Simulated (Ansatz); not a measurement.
```yaml
atoms:
  - { symbol: C, position_ang: [-0.0056, -0.6853, 0.6590] }
  - { symbol: Ga, position_ang: [1.8134, 0.0202, 0.7358] }
  - { symbol: O, position_ang: [2.1358, 1.7646, 0.4480] }
  - { symbol: O, position_ang: [3.2066, -1.0573, 1.0930] }
  - { symbol: H, position_ang: [-0.6566, -0.1180, 1.3408] }
  - { symbol: H, position_ang: [-0.4021, -0.5768, -0.3619] }
  - { symbol: H, position_ang: [-0.0191, -1.7474, 0.9401] }
  - { symbol: H, position_ang: [3.0586, 2.0427, 0.4976] }
  - { symbol: H, position_ang: [4.0764, -0.6392, 1.1098] }
```

Geometry: B3LYP-D3(BJ)/def2-SVP.

Level of theory: isolated molecule in a Gaussian basis; Kohn-Sham density functional theory, functional PBE0 in Ansatz 0.2.0.

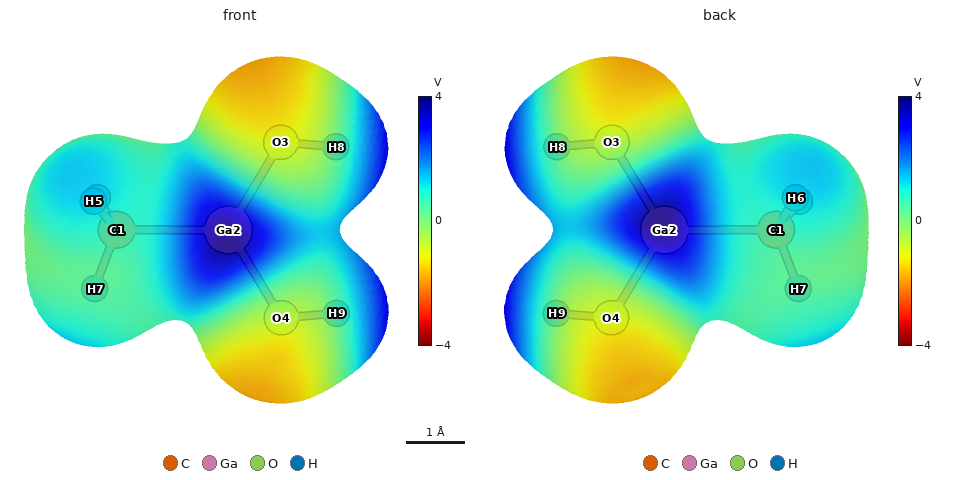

CH5GaO2 (SMILES [CH3][Ga]([OH])[OH]). The molecular electrostatic potential painted on the density surface at 0.004 e/bohr³, seen from the front and from behind; the colour scale runs from red (negative) to blue (positive).

### Where is the surface potential most negative and most positive?

The most negative region (about −1.9 V) lies over O3 and O4, the most positive (about +3.8 V) over Ga2.
